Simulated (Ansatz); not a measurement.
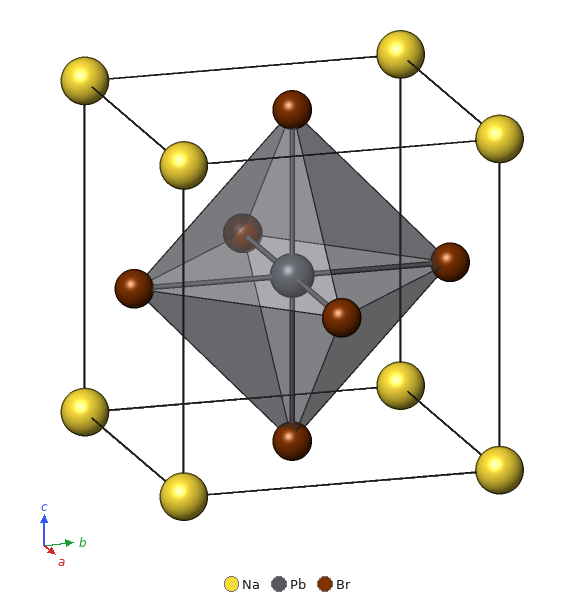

The image is a polyhedral drawing of a crystal, viewed slightly off an axis. The outline marks the conventional unit cell.

NaPbBr₃, space group P4/mmm (No. 123), a = 5.733 Å, b = 5.733 Å, c = 5.955 Å, α = 90.00°, β = 90.00°, γ = 90.00°. The starting point was a structure type filled with these elements by a generator (whether the compound takes this form wasn't checked). The cell was then strained or its atoms displaced on purpose. A calculation with Ansatz used it as input.

This one geometry was computed with Ansatz (DFT, plane waves, PAW) at three levels of theory: PBE, HSE06 and r2SCAN. It was relaxed with r2SCAN and then strained.

How does the band gap change with the level of theory?

Answer. PBE: a gap of 1.20 eV, indirect; r2SCAN: a gap of 1.56 eV, direct; HSE06: a gap of 1.78 eV, direct.

Collect the results in a table.

Answer.
| level | cutoff (eV) | k-mesh of the run's cell | gap (eV) | pressure (GPa) |
| --- | --- | --- | --- | --- |
| PBE | 420 | 4×4×4 | 1.20 | 1.8 |
| HSE06 | 420 | 4×4×4 | 1.78 | 1.4 |
| r2SCAN | 500 | 4×4×4 | 1.56 | 1.3 |

Gaps are taken on the k-mesh or band path of each run.
